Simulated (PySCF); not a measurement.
# C₃F₂NO−: NMR shifts and electronic excitations in gas and solvents

Aim: compute the NMR shifts and electronic excitations of C₃F₂NO− (`N#C/C(F)=C(/[O-])F`), and see what a dielectric continuum does where one was used.

The runs use PySCF 2.14.0, with density-fitted response routines of our own; the level of theory stands in each step. All values are computed, except where a source is named. Atoms are numbered from 0 throughout.

**1. The molecule as given**

7 atoms, charge -1, multiplicity 1; geometry from: GFN2-xTB.

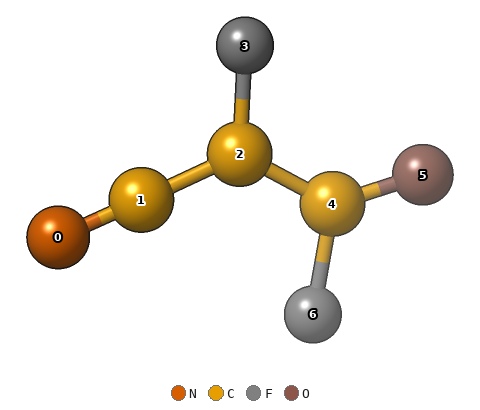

The starting geometry (nitrogen orange, carbon amber, fluorine grey, oxygen brown), atoms numbered; sticks join atoms by distance.

**2. Optimising the geometry at PBE0-D3(BJ)/def2-SVP**

What the job is given:

```
{"job": {"xc": "PBE0", "basis": "def2-SVP", "d3": "d3bj", "grid": 1, "kind": "geom"}, "charge": -1, "multiplicity": 1}
N      2.253915    -0.144209    -1.010470
C      1.254190     0.134642    -0.495331
C      0.068634     0.484201     0.113532
F     -0.152777     1.853657     0.288084
C     -0.912529    -0.371925     0.564306
O     -1.981961    -0.217371     1.106847
F     -0.526138    -1.734090     0.305546
```

The log of the run:

```text
step   0  E = -443.21130299  max force = 0.031858
step   1  E = -443.21239741  max force = 0.020556
step   2  E = -443.21318450  max force = 0.006892
step   3  E = -443.21358690  max force = 0.005482
step   4  E = -443.21382978  max force = 0.003575
step   5  E = -443.21389347  max force = 0.001629
step   6  E = -443.21391601  max force = 0.000851
step   7  E = -443.21392575  max force = 0.000617
step   8  E = -443.21392662  max force = 0.000210
optimisation converged
```

It took 42 s on 1 thread, shared host.

The steps of the relaxation:

```csv
step,energy from step 0 (eV),largest force component (eV/Å)
0,0.0000,1.6382
1,-0.0298,1.0570
2,-0.0512,0.3544
3,-0.0621,0.2819
4,-0.0688,0.1838
5,-0.0705,0.0838
6,-0.0711,0.0438
7,-0.0714,0.0317
8,-0.0714,0.0108
```

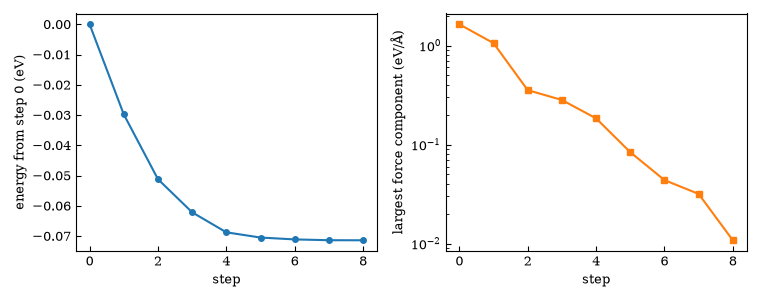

Energy and force, step by step.

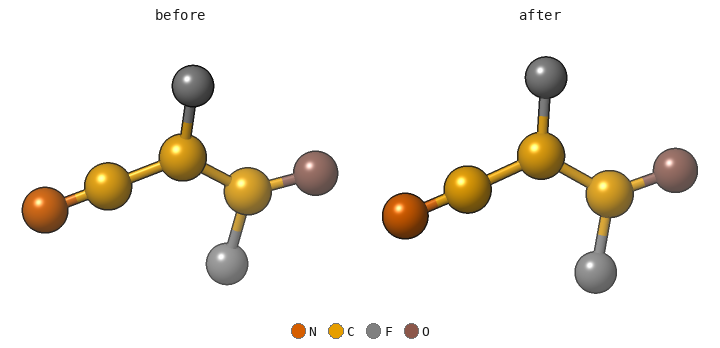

Before and after, at one scale.

Close pairs (by a distance rule), those that changed most:

```csv
bond,before (Å),after (Å),change (Å)
C4–F6,1.439,1.387,-0.052
C2–F3,1.398,1.372,-0.026
C2–C4,1.378,1.398,+0.020
C1–C2,1.378,1.396,+0.019
N0–C1,1.159,1.173,+0.014
C4–O5,1.209,1.210,+0.001
```

The final coordinates are the input of the step that follows.

```csv
at the end point,value
point group (found at 0.08 Å tolerance),Cs
"rotational constants (GHz, main isotopes)","4.208, 2.319, 1.495"
```

**3. Nuclear shieldings: PBE0/pcSseg-1 in methanol**

What the job is given:

```
{"job": {"kind": "nmr", "xc": "PBE0", "basis": "pcSseg-1", "solvent": "methanol", "pop": true}, "charge": -1, "multiplicity": 1}
N      2.209739    -0.142847    -1.164025
C      1.258148     0.111979    -0.527571
C      0.141783     0.452790     0.238885
F      0.122390     1.720021     0.764114
C     -0.959647    -0.365236     0.506754
O     -1.967218    -0.165030     1.145485
F     -0.802554    -1.606482    -0.092215
```

With the program's defaults for keys left out, this is: GIAO PBE0/pcSseg-1 NMR shielding, non-relativistic, IEF-PCM methanol.

The log of the run:

```text
coarse grid: 7584 points
cycle   1  E = -443.3602253294  dE =  1.014e+00  |g| = 1.001e+00  |ddm| = 2.733e+00
cycle   2  E = -442.8591046688  dE =  5.011e-01  |g| = 1.909e+00  |ddm| = 2.202e+00
cycle   3  E = -443.5276280203  dE = -6.685e-01  |g| = 2.272e-01  |ddm| = 1.557e+00
cycle   4  E = -443.5360048474  dE = -8.377e-03  |g| = 9.061e-02  |ddm| = 2.134e-01
cycle   5  E = -443.5372637206  dE = -1.259e-03  |g| = 2.710e-02  |ddm| = 6.922e-02
cycle   6  E = -443.5373841702  dE = -1.204e-04  |g| = 1.230e-02  |ddm| = 2.571e-02
cycle   7  E = -443.5374140663  dE = -2.990e-05  |g| = 2.476e-03  |ddm| = 9.590e-03
cycle   8  E = -443.5374151636  dE = -1.097e-06  |g| = 5.957e-04  |ddm| = 1.894e-03
final grid: 79032 points
cycle   9  E = -443.6004455889  dE = -1.624e-05  |g| = 9.367e-03  |ddm| = 2.104e-02
cycle  10  E = -443.6004130578  dE =  3.253e-05  |g| = 1.650e-02  |ddm| = 1.768e-02
cycle  11  E = -443.6004613767  dE = -4.832e-05  |g| = 1.214e-03  |ddm| = 1.131e-02
cycle  12  E = -443.6004616104  dE = -2.337e-07  |g| = 2.964e-04  |ddm| = 9.514e-04
cycle  13  E = -443.6004616214  dE = -1.097e-08  |g| = 1.221e-04  |ddm| = 2.760e-04
cycle  14  E = -443.6004616237  dE = -2.316e-09  |g| = 7.461e-05  |ddm| = 1.182e-04
cycle  15  E = -443.6004616248  dE = -1.115e-09  |g| = 7.494e-06  |ddm| = 5.697e-05
cycle  16  E = -443.6004616249  dE = -1.069e-11  |g| = 2.958e-06  |ddm| = 9.213e-06
converged SCF energy = -443.6004616249

GIAO shielding tensors (ppm)
atom      isotropic    diamagn.    paramagn.     s11        s22        s33       span
  0 N      -78.131     343.018    -421.149   -218.481    -57.782     41.870    260.352
  1 C       52.278     258.770    -206.492    -54.849    -54.014    265.697    320.546
  2 C       73.490     249.388    -175.898    -16.695     98.049    139.116    155.811
  3 F      459.810     472.369     -12.559    367.046    383.258    629.125    262.080
  4 C       18.997     245.961    -226.963    -82.460     47.982     91.470    173.930
  5 O       18.558     401.548    -382.990   -197.576    -17.616    270.864    468.441
  6 F      220.724     478.692    -257.968     94.487    205.148    362.537    268.050
```

Run time: 13 s. Hardware: 1 thread, shared host.

Shifts follow as δ = σ(reference) − σ, with reference shieldings (ppm) from runs at the same level and on the same kind of geometry: 13C TMS 185.5, 19F CFCl3 180.5, 15N NH3 268.5, 17O H2O 343.0. The references are single molecules in the same continuum, so shifts against H2O, NH3, PH3, H3PO4 or CFCl3 are not on the usual liquid scales and can be off by tens of ppm.

```csv
atoms,environment,σ (ppm),δ (ppm)
C4,fully substituted alkene carbon,19.0,166.5
C1,nitrile carbon,52.3,133.2
C2,fully substituted alkene carbon,73.5,112.0
N0,nitrile nitrogen,-78.1,346.6
F6,vinylic fluorine,220.7,-40.2
F3,vinylic fluorine,459.8,-279.3
O5,oxygen bonded to C,18.6,324.4
```

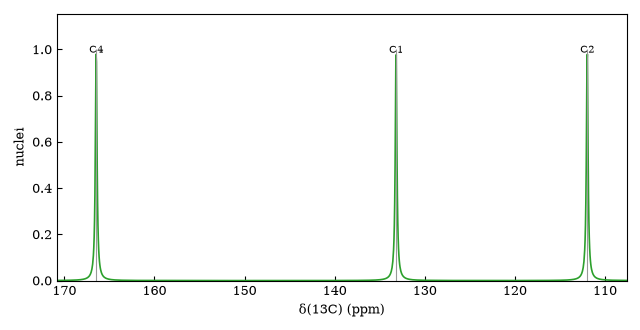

13C lines at the computed shifts, without couplings. Lines are broadened to a width of 0.22 ppm (Lorentzian).

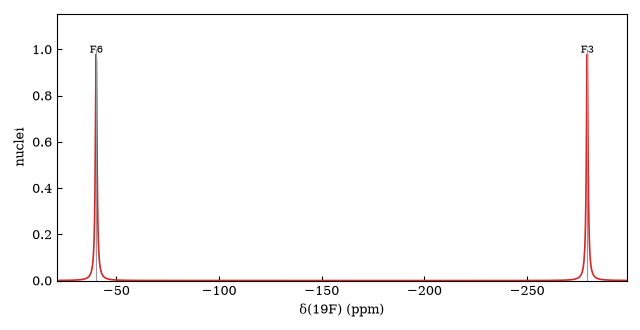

19F lines at the computed shifts, without couplings. Lines are broadened to a width of 0.96 ppm (Lorentzian).

Charges from the same density, by scheme (e):

```csv
atoms,Mulliken,IAO,Hirshfeld,ESP fit
N0,-0.41,-0.40,-0.36,-0.66
C1,0.08,0.12,0.00,0.50
C2,-0.02,-0.03,-0.07,-0.44
F3,-0.32,-0.31,-0.15,-0.13
C4,0.52,0.52,0.11,0.63
O5,-0.51,-0.55,-0.38,-0.60
F6,-0.33,-0.34,-0.15,-0.30
```

Hirshfeld charges:

```csv
atom,value (e)
N0,-0.36
C1,0.00
C2,-0.07
F3,-0.15
C4,0.11
O5,-0.38
F6,-0.15
```

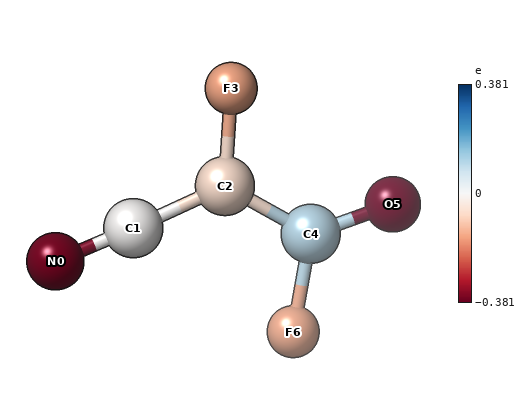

Hirshfeld charges, as colours on the atoms.

Mayer bond orders: N0–C1 2.92, C1–C2 1.12, C2–F3 0.89, C2–C4 1.30, C4–O5 1.85, C4–F6 0.91.

**4. Ultraviolet spectrum: CAM-B3LYP/def2-SVPD**

Settings changed since step 3:

```diff
@@ -1,2 +1,2 @@
-{"job": {"kind": "nmr", "xc": "PBE0", "basis": "pcSseg-1", "solvent": "methanol", "pop": true}, "charge": -1, "multiplicity": 1}
+{"job": {"kind": "uv", "xc": "CAM-B3LYP", "basis": "def2-SVPD", "dynamic": true, "nstates": 6, "ntriplets": 0}, "charge": -1, "multiplicity": 1}
 N      2.209739    -0.142847    -1.164025
```

Level: TDDFT CAM-B3LYP/def2-SVPD, vertical, gas phase, core orbitals frozen in the response.

The log of the run:

```text
coarse grid: 7584 points
cycle   1  E = -443.2790048608  dE =  1.109e+00  |g| = 1.058e+00  |ddm| = 3.780e+00
cycle   2  E = -442.8467041431  dE =  4.323e-01  |g| = 1.869e+00  |ddm| = 2.881e+00
cycle   3  E = -443.4924698643  dE = -6.458e-01  |g| = 1.706e-01  |ddm| = 1.944e+00
cycle   4  E = -443.4965644927  dE = -4.095e-03  |g| = 8.933e-02  |ddm| = 2.099e-01
cycle   5  E = -443.4979425753  dE = -1.378e-03  |g| = 1.325e-02  |ddm| = 8.744e-02
cycle   6  E = -443.4979725527  dE = -2.998e-05  |g| = 8.177e-03  |ddm| = 2.865e-02
cycle   7  E = -443.4979866570  dE = -1.410e-05  |g| = 2.738e-03  |ddm| = 1.156e-02
cycle   8  E = -443.4979884461  dE = -1.789e-06  |g| = 8.299e-04  |ddm| = 4.469e-03
final grid: 79032 points
cycle   9  E = -443.5690559265  dE = -1.578e-05  |g| = 4.197e-03  |ddm| = 4.565e-02
cycle  10  E = -443.5690540514  dE =  1.875e-06  |g| = 5.562e-03  |ddm| = 7.733e-03
cycle  11  E = -443.5690589644  dE = -4.913e-06  |g| = 3.726e-04  |ddm| = 3.887e-03
cycle  12  E = -443.5690589773  dE = -1.291e-08  |g| = 3.184e-04  |ddm| = 7.032e-04
cycle  13  E = -443.5690589991  dE = -2.176e-08  |g| = 5.127e-05  |ddm| = 4.047e-04
cycle  14  E = -443.5690589998  dE = -7.349e-10  |g| = 1.769e-05  |ddm| = 8.743e-05
converged SCF energy = -443.5690589998

Static polarisability (au): isotropic 56.350, principal 34.526 46.294 88.228

Singlet excitations
state   eV       nm        f      main configurations
  1   4.1674    297.5   0.00037   H->L 0.46, H->L+1 0.38
  2   5.1107    242.6   0.00019   H->L 0.51, H->L+1 0.34, H->L+3 0.11
  3   5.7048    217.3   0.45340   H->L+2 0.92
  4   6.0872    203.7   0.00064   H->L+3 0.66, H->L+1 0.23
  5   6.5009    190.7   0.00076   H->L+4 0.79, H->L+3 0.10
  6   6.8938    179.8   0.00001   H-1->L+2 0.94
```

It took 26 s on 1 thread, shared host.

Frontier orbitals and where they lie:

```csv
orbital,eV,atoms
HOMO−3,-7.12,"N0 32 %, C1 28 %, O5 20 %"
HOMO−2,-6.82,"N0 45 %, C1 39 %, O5 5 %"
HOMO−1,-5.50,"O5 68 %, F6 11 %, C4 9 %"
HOMO,-2.73,"C2 33 %, N0 17 %, O5 15 %"
LUMO,5.17,"C2 23 %, C1 22 %, C4 19 %"
LUMO+1,5.53,"F6 20 %, C4 18 %, N0 16 %"
LUMO+2,5.80,"C4 27 %, O5 20 %, N0 20 %"
```

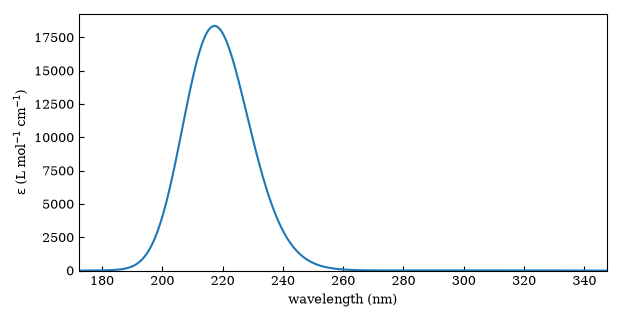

Absorption spectrum: each of the 6 states is a Gaussian band of 0.4 eV half-width at 1/e. Beyond the last state computed it falls off for lack of states.

Ground-state properties from the same run:

```csv
property,computed
polarisability (Å³),8.35
HOMO–LUMO gap (eV),7.90
−ε(HOMO) (eV),2.73
C6 with itself (au),1213
```

**5. Excited states and response: CAM-B3LYP/def2-SVPD in methanol**

What the job is given:

```
{"job": {"kind": "uv", "xc": "CAM-B3LYP", "basis": "def2-SVPD", "solvent": "methanol", "nstates": 6, "ntriplets": 0}, "charge": -1, "multiplicity": 1}
N      2.209739    -0.142847    -1.164025
C      1.258148     0.111979    -0.527571
C      0.141783     0.452790     0.238885
F      0.122390     1.720021     0.764114
C     -0.959647    -0.365236     0.506754
O     -1.967218    -0.165030     1.145485
F     -0.802554    -1.606482    -0.092215
```

Level: TDDFT CAM-B3LYP/def2-SVPD, vertical, IEF-PCM methanol (non-equilibrium linear response), core orbitals frozen in the response.

The log of the run:

```text
coarse grid: 7584 points
cycle   1  E = -443.3704087576  dE =  1.017e+00  |g| = 1.036e+00  |ddm| = 3.781e+00
cycle   2  E = -443.0488097135  dE =  3.216e-01  |g| = 1.693e+00  |ddm| = 2.544e+00
cycle   3  E = -443.5759570687  dE = -5.271e-01  |g| = 1.332e-01  |ddm| = 1.634e+00
cycle   4  E = -443.5782876013  dE = -2.331e-03  |g| = 7.798e-02  |ddm| = 1.716e-01
cycle   5  E = -443.5793426018  dE = -1.055e-03  |g| = 1.001e-02  |ddm| = 7.388e-02
cycle   6  E = -443.5793622318  dE = -1.963e-05  |g| = 5.376e-03  |ddm| = 2.001e-02
cycle   7  E = -443.5793687735  dE = -6.542e-06  |g| = 2.074e-03  |ddm| = 8.789e-03
final grid: 79032 points
cycle   8  E = -443.6504235331  dE = -1.511e-05  |g| = 4.566e-03  |ddm| = 4.512e-02
cycle   9  E = -443.6504197853  dE =  3.748e-06  |g| = 6.474e-03  |ddm| = 1.051e-02
cycle  10  E = -443.6504273738  dE = -7.588e-06  |g| = 5.145e-04  |ddm| = 5.709e-03
cycle  11  E = -443.6504274193  dE = -4.557e-08  |g| = 2.183e-04  |ddm| = 6.584e-04
cycle  12  E = -443.6504274321  dE = -1.273e-08  |g| = 5.822e-05  |ddm| = 3.277e-04
cycle  13  E = -443.6504274330  dE = -9.233e-10  |g| = 3.179e-05  |ddm| = 1.007e-04
cycle  14  E = -443.6504274333  dE = -3.448e-10  |g| = 9.159e-06  |ddm| = 5.225e-05
converged SCF energy = -443.6504274333

Static polarisability (au): isotropic 74.441, principal 44.216 57.774 121.332

Singlet excitations
state   eV       nm        f      main configurations
  1   4.2054    294.8   0.00038   H->L 0.84, H->L+2 0.10
  2   5.5501    223.4   0.00598   H->L+2 0.78, H->L 0.12
  3   5.5663    222.7   0.54603   H->L+1 0.93
  4   6.6759    185.7   0.00045   H->L+3 0.83
  5   6.9347    178.8   0.00189   H->L+4 0.84
  6   6.9991    177.1   0.00002   H-1->L+1 0.93
```

Run time: 21 s. Hardware: 1 thread, shared host.

In short: HOMO -7.05 eV, LUMO 1.19 eV; lowest singlet 4.21 eV.

**6. Comparing the runs: electronic excitations**

Excitations and ground-state properties, with basis size and wall time:

```csv
run,lowest singlet (eV),brightest (eV),f,gap (eV),α (Å³),functions,time
CAM-B3LYP/def2-SVPD,4.17,5.70,0.453,7.90,8.35,149,26 s
CAM-B3LYP/def2-SVPD in methanol,4.21,5.57,0.546,8.24,11.03,149,21 s
```

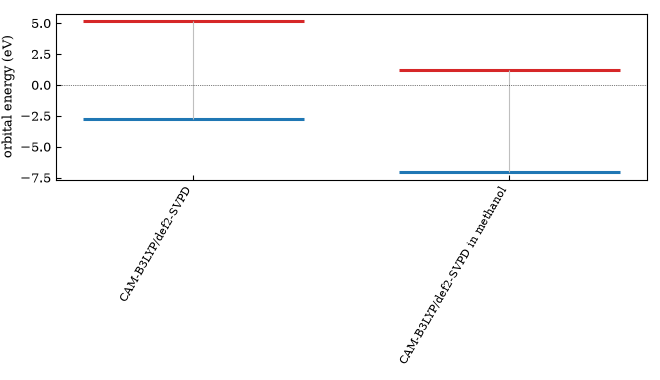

HOMO (blue) and LUMO (red) run by run.

**7. What came out**

| quantity | value |
| --- | --- |
| point group | Cs |
| rotational constants (main isotopes) | 4.21, 2.32, 1.50 GHz |
| 13C shifts against TMS (PBE0/pcSseg-1, methanol) | 166.5, 133.2, 112.0 ppm |
| 15N shifts against NH3 (PBE0/pcSseg-1, methanol) | 346.6 ppm |
| 19F shifts against CFCl3 (PBE0/pcSseg-1, methanol) | -40.2, -279.3 ppm |
| 17O shifts against H2O (PBE0/pcSseg-1, methanol) | 324.4 ppm |
| lowest singlet (CAM-B3LYP/def2-SVPD) | 4.17 eV (298 nm), f = 0.000 |
| brightest single state of those computed | state 3, 5.70 eV, f = 0.453 |
| range of the lowest singlet | 4.17 to 4.21 eV |

The optimisation took 8 steps and gained 0.071 eV; among the close pairs (by a distance rule), C4–F6 changed most, from 1.439 to 1.387 Å. At PBE0/pcSseg-1: The largest span, 468 ppm, is at O5, where the paramagnetic term is -383 ppm. The lowest singlet, at 4.17 eV, is HOMO→LUMO 0.46, HOMO→LUMO+1 0.38 and is dark; of the 6 states computed, the strongest absorption comes from state 3 at 5.70 eV. The lowest singlet lies above −ε(HOMO); no detachment energy was computed, so the anion's states may not be bound. The lowest singlet runs from 4.17 eV (CAM-B3LYP/def2-SVPD) to 4.21 eV (CAM-B3LYP/def2-SVPD in methanol), while the orbital gap spans 7.90 to 8.24 eV. The lowest state need not be the same one in every run.
